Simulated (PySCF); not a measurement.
C₇H₅NSi

The calculation's input:

```
{"job": {"kind": "nmr", "xc": "PBE0", "basis": "pcSseg-1"}, "charge": 0, "multiplicity": 1}
C      3.082169    -0.837554     1.535178
C      2.227283    -0.188657     0.991842
Si     0.932235     0.805460     0.149787
C     -0.863223     0.325402     0.701768
C     -1.855831     1.316343     0.764756
N     -2.646377     2.150534     0.782376
C     -0.422371    -0.138726    -0.700651
C     -1.227832    -0.247813    -1.952252
C     -0.800831    -1.371812    -1.450060
H      3.825275    -1.408863     2.013282
H      1.255763     2.182856    -0.163426
H     -0.988073    -0.450011     1.451708
H     -1.778800     0.294162    -2.680293
H     -0.740065    -2.431793    -1.466181
```

Command:

```sh
OMP_NUM_THREADS=1 python probes_run.py task.json out
```

Geometry: GFN2-xTB.

The calculation used PBE0/pcSseg-1, SCF density, gas phase, non-relativistic (PySCF).

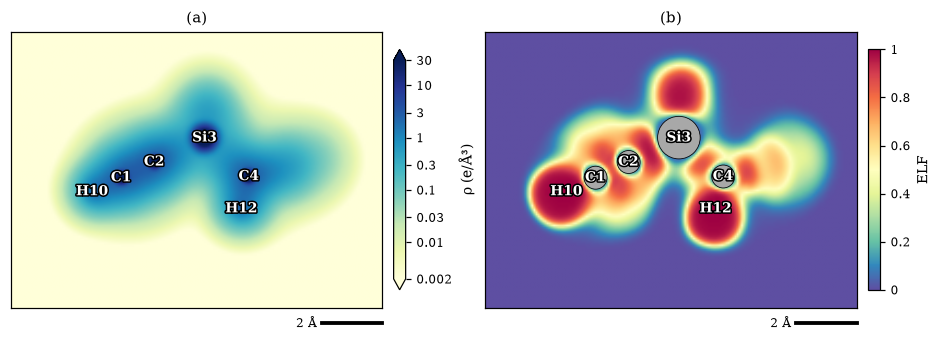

Figure 1. (a) total electron density; (b) electron localisation function on the plane of atoms Si3, C4 and H12. Grey discs cover the atomic cores in the ELF map.

**Read the bonding off the picture.**

- The section cuts through C, Si and H sites.
- C–C (1.20 Å): the density is about 2.8 e/Å³ at the midpoint; the ELF peaks at about 0.85 between the atoms; a short, multiple covalent bond.
- C–Si (1.84 Å): the density is about 0.94 e/Å³ at the midpoint; the ELF peaks at about 0.95 between the atoms (a shared electron pair).
- C–H (1.05 Å): ρ is about 2.1 e/Å³ halfway; the ELF climbs to about 1 towards the hydrogen, as it does in any bond to H: a covalent bond by its length.
- C–Si (1.94 Å): ρ at the midpoint is about 0.77 e/Å³; the ELF peaks at about 0.85 between the atoms (a shared electron pair).

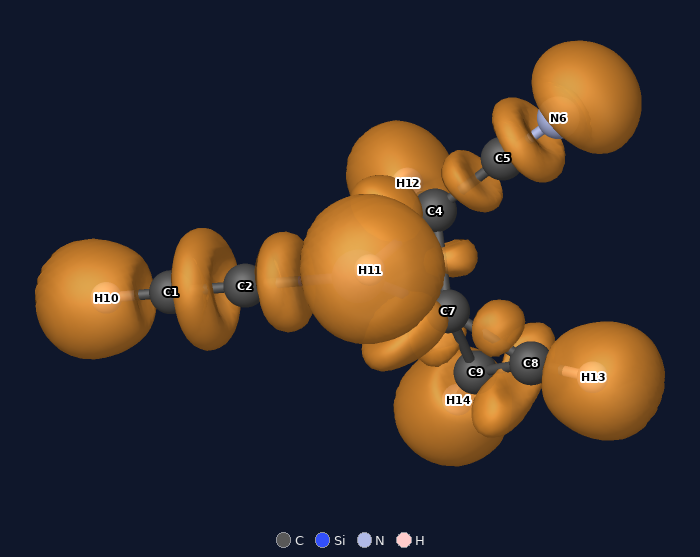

Figure 2. Isosurface of the ELF at 0.8 (orange), seen at a tilt. Only the valence region is drawn (cores and ρ < 0.01 e/Å³ removed).

**Identify the bonds, lone pairs and shells in this picture.**

The ELF exceeds this value in six regions between bonded C–C atoms (shared pairs), one region between bonded C–N atoms (shared pairs), two regions between bonded C–Si atoms (shared pairs), five regions around hydrogen nuclei, one region on Si in which the atom's valence shell and bonds are merged and one lobe on N, pointing away from the bonds (lone pairs). Along the contacts the grid gives the following. C–N (1.15 Å): the ELF peaks at about 0.85 between the atoms: a multiple bond.

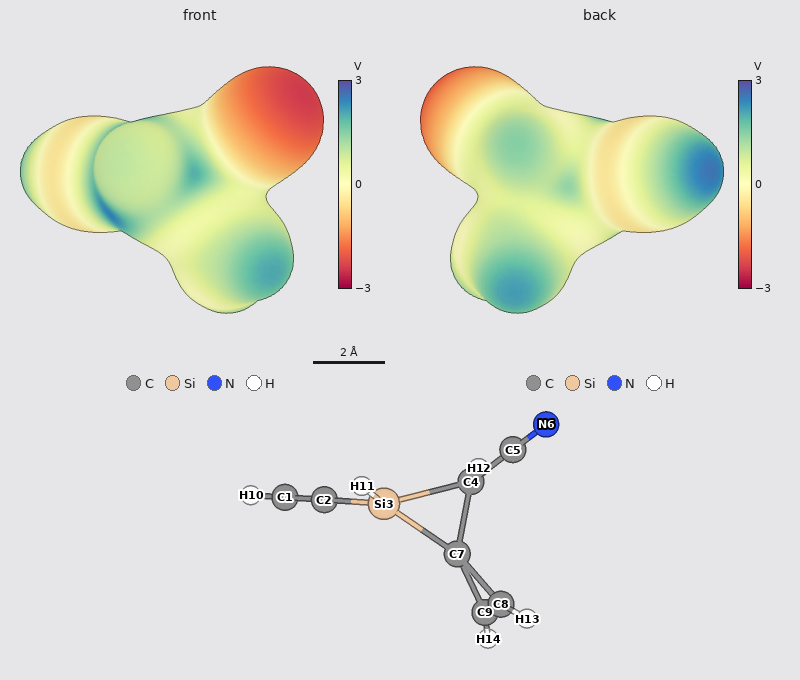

Figure 3. The electrostatic potential painted on the density surface at 0.004 e/bohr³, seen from the front and from behind; red is negative and blue positive. The bare structure is drawn below in the same view.

**Describe the electrostatic potential map.**

The most negative region (about −2.4 V, or −55 kcal/mol for a unit charge) lies over N6, the most positive (about +2.5 V, or +58 kcal/mol for a unit charge) over H10. N6 is the likeliest acceptor of a hydrogen bond.
